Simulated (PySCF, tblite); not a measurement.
**C₆H₅ClO: a rotation path, then NMR shifts on frames**

How do NMR shifts of C₆H₅ClO (`C=C(C#CC=O)CCl`) change as the atoms move?

Computed with tblite 0.8.0 and PySCF 2.14.0, with density-fitted response routines of our own, on a single molecule in the gas phase. Atoms are numbered from 0 throughout.

## (1) The starting structure

13 atoms, charge 0, multiplicity 1; geometry from: GFN2-xTB.

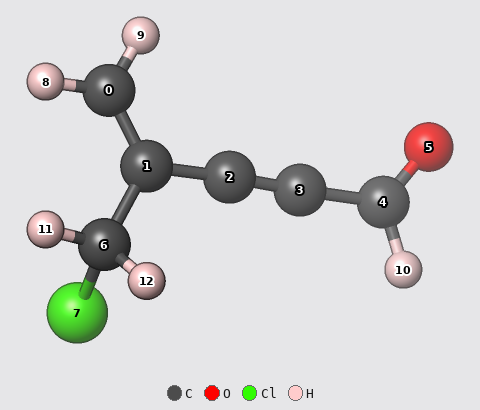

As it starts; carbon dark grey, oxygen red, chlorine green, hydrogen pink, atoms numbered; sticks join atoms by distance.

## (2) The rotation path with GFN2-xTB

Job settings and geometry (Å):

```
{"job": {"kind": "neb", "xc": "GFN2-xTB", "basis": "xTB", "atoms": [2, 1, 6, 7], "turn": 120}, "charge": 0, "multiplicity": 1}
C      0.194486    -1.766019     1.035883
C     -0.126188    -0.906362     0.067225
C      0.319713     0.433964     0.108210
C      0.668371     1.591887     0.098381
C      1.103171     2.947732     0.131408
O      1.840259     3.424755     0.954285
C     -0.995115    -1.273974    -1.096615
Cl    -2.604302    -0.493437    -0.901225
H     -0.149598    -2.785941     1.018638
H      0.809740    -1.467270     1.866840
H      0.684919     3.548984    -0.701460
H     -1.163662    -2.348653    -1.145775
H     -0.586182    -0.905177    -2.037269
```

With the program's defaults for keys left out, this is: GFN2-xTB climbing-image nudged elastic band, gas phase.

The run is started by

```
$ OMP_NUM_THREADS=1 python probes_run.py task.json out
```

One launch serves the whole session: the jobs run in the order shown.

The log of the run:

```text
image   E - E0 / eV
  0       0.0000
  1       0.0073
  2       0.0308
  3       0.0603
  4       0.0770
  5       0.0680
  6       0.0401
  7       0.0123
  8      -0.0004
```

Wall time 3.2 s (1 thread of Intel Xeon Platinum 8488C, shared host); peak memory 0.18 GiB.

The final band, with the dihedral C2–C1–C6–Cl7:

```tsv
image	dihedral (°)	energy (eV)	energy (kcal/mol)
0	-71	0.000	0.0
1	-55	0.007	0.2
2	-38	0.031	0.7
3	-21	0.060	1.4
4	-3	0.077	1.8
5	15	0.068	1.6
6	33	0.040	0.9
7	50	0.012	0.3
8	69	0.000	0.0
```

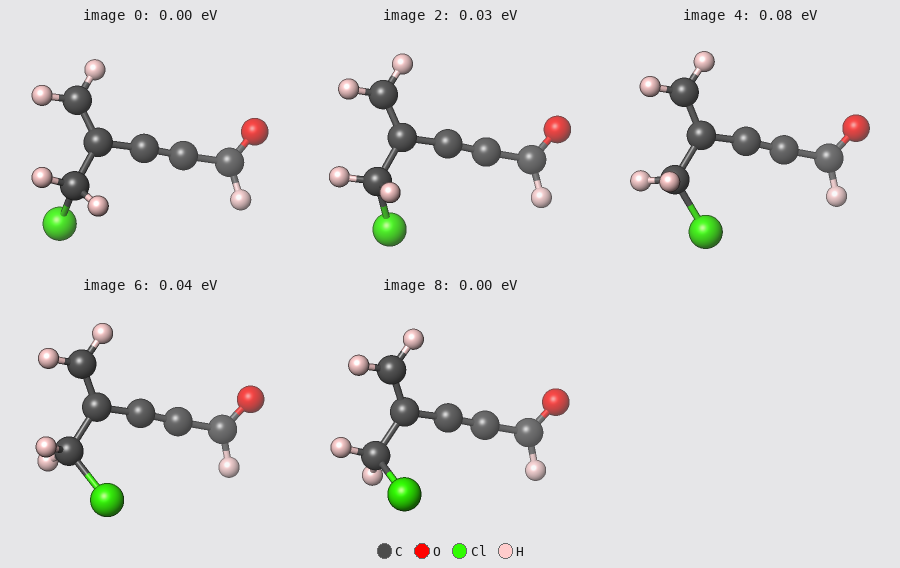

Images along the band.

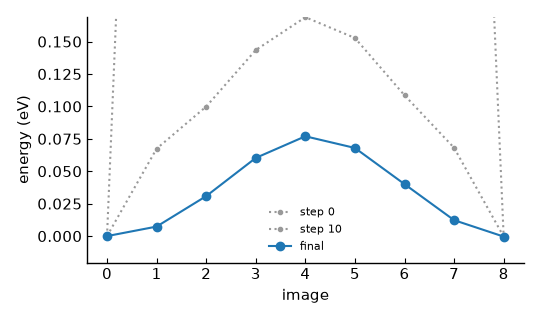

Energy along the band, early and final.

## (3) Nuclear shieldings: image 0, PBE0/pcSseg-1

Job settings and geometry (Å):

```
{"job": {"kind": "nmr", "xc": "PBE0", "basis": "pcSseg-1", "pop": false}, "charge": 0, "multiplicity": 1}
C      0.194500    -1.766000     1.035900
C     -0.126200    -0.906400     0.067200
C      0.319700     0.434000     0.108200
C      0.668400     1.591900     0.098400
C      1.103200     2.947700     0.131400
O      1.840300     3.424800     0.954300
C     -0.995100    -1.274000    -1.096600
Cl    -2.604300    -0.493400    -0.901200
H     -0.149600    -2.785900     1.018600
H      0.809700    -1.467300     1.866800
H      0.684900     3.549000    -0.701500
H     -1.163700    -2.348700    -1.145800
H     -0.586200    -0.905200    -2.037300
```

With the program's defaults for keys left out, this is: GIAO PBE0/pcSseg-1 NMR shielding, non-relativistic, gas phase.

The log of the run:

```text
coarse grid: 12328 points
cycle   1  E = -766.2128198806  dE =  1.287e+00  |g| = 7.836e-01  |ddm| = 3.721e+00
cycle   2  E = -765.7794602877  dE =  4.334e-01  |g| = 1.654e+00  |ddm| = 3.347e+00
cycle   3  E = -766.3359307854  dE = -5.565e-01  |g| = 1.550e-01  |ddm| = 2.633e+00
cycle   4  E = -766.3409233940  dE = -4.993e-03  |g| = 7.936e-02  |ddm| = 2.735e-01
cycle   5  E = -766.3422030599  dE = -1.280e-03  |g| = 3.507e-02  |ddm| = 9.569e-02
cycle   6  E = -766.3424586631  dE = -2.556e-04  |g| = 1.260e-02  |ddm| = 3.736e-02
cycle   7  E = -766.3424965323  dE = -3.787e-05  |g| = 3.239e-03  |ddm| = 1.259e-02
cycle   8  E = -766.3424988021  dE = -2.270e-06  |g| = 9.120e-04  |ddm| = 3.995e-03
final grid: 117064 points
cycle   9  E = -766.4007795841  dE = -1.594e-05  |g| = 1.186e-02  |ddm| = 6.910e-02
cycle  10  E = -766.4006996438  dE =  7.994e-05  |g| = 2.318e-02  |ddm| = 3.530e-02
cycle  11  E = -766.4008073926  dE = -1.077e-04  |g| = 2.390e-03  |ddm| = 2.439e-02
cycle  12  E = -766.4008085421  dE = -1.149e-06  |g| = 5.803e-04  |ddm| = 2.609e-03
cycle  13  E = -766.4008086052  dE = -6.308e-08  |g| = 2.380e-04  |ddm| = 6.641e-04
cycle  14  E = -766.4008086183  dE = -1.309e-08  |g| = 8.311e-05  |ddm| = 2.560e-04
cycle  15  E = -766.4008086200  dE = -1.683e-09  |g| = 1.280e-05  |ddm| = 1.042e-04
cycle  16  E = -766.4008086200  dE = -3.593e-11  |g| = 5.101e-06  |ddm| = 2.363e-05
converged SCF energy = -766.4008086200

GIAO shielding tensors (ppm)
atom      isotropic    diamagn.    paramagn.     s11        s22        s33       span
  0 C       42.013     251.443    -209.430    -77.443     50.066    153.417    230.860
  1 C       51.067     263.457    -212.390    -63.800     62.587    154.415    218.215
  2 C       88.127     252.442    -164.314     18.744     22.797    222.841    204.097
  3 C       90.147     260.189    -170.043     12.824     31.173    226.443    213.620
  4 C        6.328     250.363    -244.035    -87.253      2.753    103.484    190.736
  5 O     -417.354     397.890    -815.243  -1153.128   -504.085    405.152   1558.281
  6 C      132.094     243.190    -111.097    110.879    136.757    148.644     37.765
  7 Cl     801.661    1145.977    -344.316    586.797    746.485   1071.700    484.903
  8 H       25.339      29.809      -4.471     21.134     24.885     29.997      8.863
  9 H       25.283      30.699      -5.416     21.611     24.304     29.933      8.322
 10 H       22.024      27.093      -5.069     19.265     21.139     25.669      6.404
 11 H       27.576      28.808      -1.232     22.431     26.791     33.508     11.077
 12 H       27.417      27.937      -0.521     23.162     26.165     32.923      9.761
```

Wall time 24 s (1 thread of Intel Xeon Platinum 8488C, shared host); peak memory 0.85 GiB.

The references, computed at this level on geometries of the same kind, shield at (ppm): 1H TMS 31.72, 13C TMS 186.9, 17O H2O 336.1, 35Cl HCl 950. Their shielding less the atom's gives the shift. The references are single molecules in the gas phase, so shifts against H2O, NH3, PH3, H3PO4 or CFCl3 are not on the usual liquid scales and can be off by tens of ppm. Each atom is listed at this fixed geometry, with no averaging over motion; a spectrum would average atoms that exchange fast.

```tsv
atoms	environment	σ (ppm)	δ (ppm)
C4	aldehyde carbonyl carbon	6.3	180.6
C0	terminal =CH2 carbon	42.0	144.9
C1	fully substituted alkene carbon	51.1	135.9
C2	alkyne carbon	88.1	98.8
C3	alkyne carbon	90.1	96.8
C6	allylic sp3 CH2 bonded to Cl	132.1	54.8
H10	hydrogen on an aldehyde carbonyl carbon	22.02	9.69
H9	hydrogen on a terminal =CH2 carbon	25.28	6.43
H8	hydrogen on a terminal =CH2 carbon	25.34	6.38
H12	hydrogen on an allylic sp3 CH2 bonded to Cl	27.42	4.30
H11	hydrogen on an allylic sp3 CH2 bonded to Cl	27.58	4.14
O5	aldehyde oxygen	-417.4	753.4
Cl7	chlorine bonded to C	802	148
```

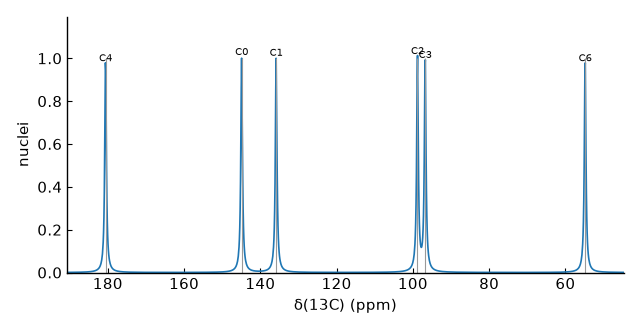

13C lines at the computed shifts, without couplings. Lines are broadened to a width of 0.50 ppm (Lorentzian).

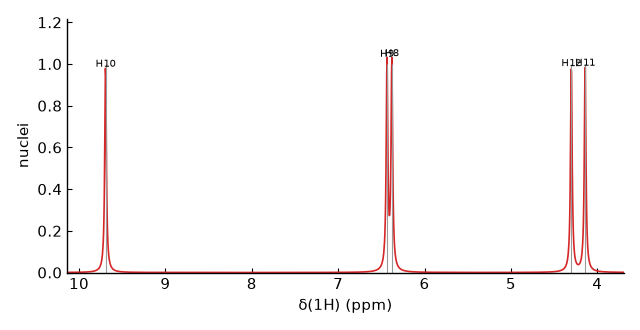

1H lines at the computed shifts, without couplings. Lines are broadened to a width of 0.02 ppm (Lorentzian).

Orbitals, density, ELF and potential are computed afterwards from the orbital file.

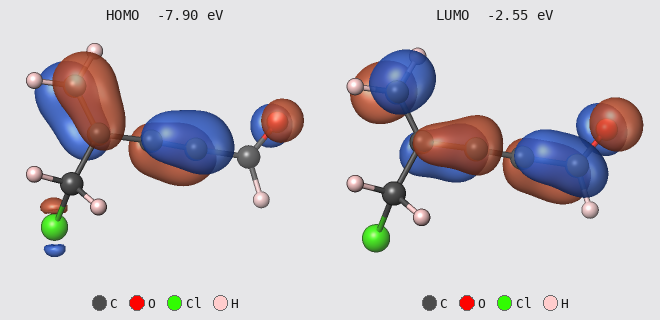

Frontier orbitals at PBE0/pcSseg-1; each surface holds 70 % of the orbital's density, blue and red mark the sign.

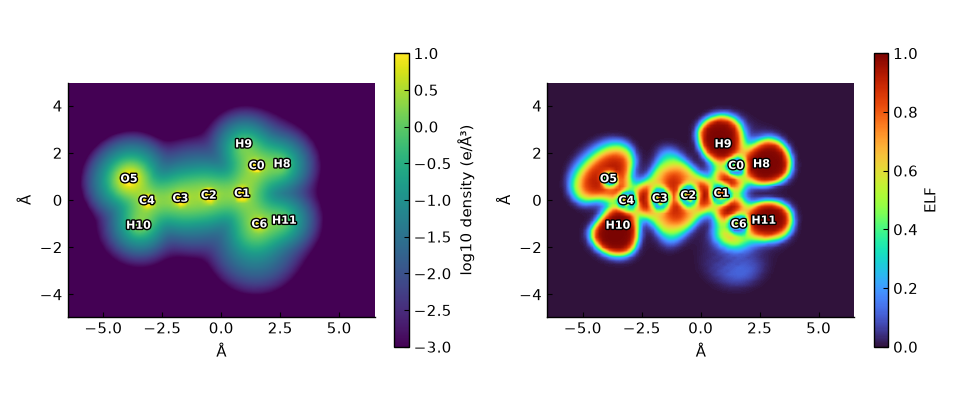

Density (left) and ELF (right) in a plane through or near 11 of the atoms.

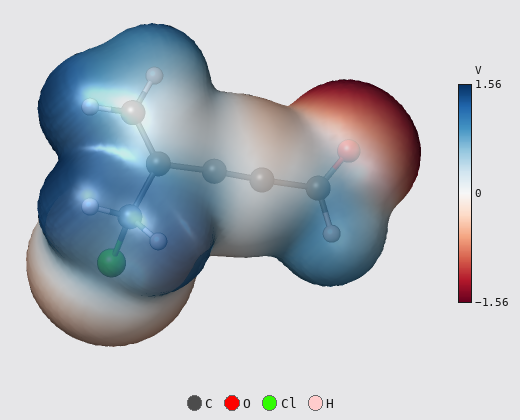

The potential that a unit positive charge feels on the 0.002 e/bohr³ surface, from the 1st to the 99th percentile, from -1.56 V near O5 to 1.50 V near H11.

## (4) NMR shieldings: image 2, PBE0/pcSseg-1

Job settings and geometry (Å):

```
{"job": {"kind": "nmr", "xc": "PBE0", "basis": "pcSseg-1", "pop": false}, "charge": 0, "multiplicity": 1}
C      0.317300    -1.817000     0.980400
C     -0.111300    -0.932900     0.078600
C      0.313700     0.412600     0.131100
C      0.614900     1.583600     0.127200
C      0.994200     2.954900     0.173300
O      1.736600     3.446600     0.982800
C     -1.050500    -1.281900    -1.040700
Cl    -2.213500     0.051300    -1.332300
H      0.009700    -2.847800     0.957600
H      0.998500    -1.523500     1.760000
H      0.523300     3.552200    -0.634100
H     -1.632000    -2.173400    -0.809800
H     -0.505200    -1.424400    -1.975700
```

With the program's defaults for keys left out, this is: GIAO PBE0/pcSseg-1 NMR shielding, non-relativistic, gas phase.

The log of the run:

```text
coarse grid: 12328 points
cycle   1  E = -766.2094256797  dE =  1.299e+00  |g| = 7.838e-01  |ddm| = 3.730e+00
cycle   2  E = -765.7820105660  dE =  4.274e-01  |g| = 1.646e+00  |ddm| = 3.318e+00
cycle   3  E = -766.3323597459  dE = -5.503e-01  |g| = 1.582e-01  |ddm| = 2.615e+00
cycle   4  E = -766.3375922337  dE = -5.232e-03  |g| = 8.030e-02  |ddm| = 2.857e-01
cycle   5  E = -766.3388956856  dE = -1.303e-03  |g| = 3.585e-02  |ddm| = 9.666e-02
cycle   6  E = -766.3391640151  dE = -2.683e-04  |g| = 1.284e-02  |ddm| = 3.836e-02
cycle   7  E = -766.3392034693  dE = -3.945e-05  |g| = 3.275e-03  |ddm| = 1.310e-02
cycle   8  E = -766.3392057747  dE = -2.305e-06  |g| = 9.456e-04  |ddm| = 4.175e-03
final grid: 117064 points
cycle   9  E = -766.3977451610  dE = -1.538e-05  |g| = 1.185e-02  |ddm| = 6.597e-02
cycle  10  E = -766.3976647995  dE =  8.036e-05  |g| = 2.320e-02  |ddm| = 3.527e-02
cycle  11  E = -766.3977728626  dE = -1.081e-04  |g| = 2.373e-03  |ddm| = 2.441e-02
cycle  12  E = -766.3977739956  dE = -1.133e-06  |g| = 6.033e-04  |ddm| = 2.594e-03
cycle  13  E = -766.3977740635  dE = -6.784e-08  |g| = 2.488e-04  |ddm| = 6.844e-04
cycle  14  E = -766.3977740780  dE = -1.452e-08  |g| = 8.163e-05  |ddm| = 2.699e-04
cycle  15  E = -766.3977740796  dE = -1.631e-09  |g| = 1.218e-05  |ddm| = 1.097e-04
cycle  16  E = -766.3977740796  dE = -3.479e-11  |g| = 4.245e-06  |ddm| = 2.273e-05
converged SCF energy = -766.3977740796

GIAO shielding tensors (ppm)
atom      isotropic    diamagn.    paramagn.     s11        s22        s33       span
  0 C       46.742     250.796    -204.054    -72.983     55.328    157.883    230.866
  1 C       50.655     264.042    -213.387    -60.563     67.732    144.795    205.358
  2 C       89.426     252.247    -162.821     22.547     23.501    222.231    199.685
  3 C       87.248     260.498    -173.250      9.192     31.274    221.279    212.087
  4 C        6.050     250.216    -244.166    -87.201      1.825    103.526    190.728
  5 O     -416.503     397.832    -814.335  -1153.635   -501.465    405.591   1559.226
  6 C      133.990     243.816    -109.826    106.720    138.759    156.491     49.771
  7 Cl     834.012    1146.394    -312.382    642.540    787.363   1072.133    429.593
  8 H       25.581      29.619      -4.038     21.656     25.012     30.073      8.417
  9 H       25.314      30.561      -5.248     21.546     24.181     30.214      8.668
 10 H       21.979      27.159      -5.180     19.149     21.115     25.673      6.524
 11 H       27.558      28.570      -1.012     21.827     27.178     33.668     11.841
 12 H       27.324      27.626      -0.302     21.960     26.526     33.487     11.526
```

Run time: 18 s. Hardware: 1 thread of Intel Xeon Platinum 8488C, shared host; peak memory 0.87 GiB.

This run: δ C4 180.9, C0 140.2, C1 136.3, C3 99.7, H10 9.74, H9 6.40 ppm.

[end of part 1 of 2]
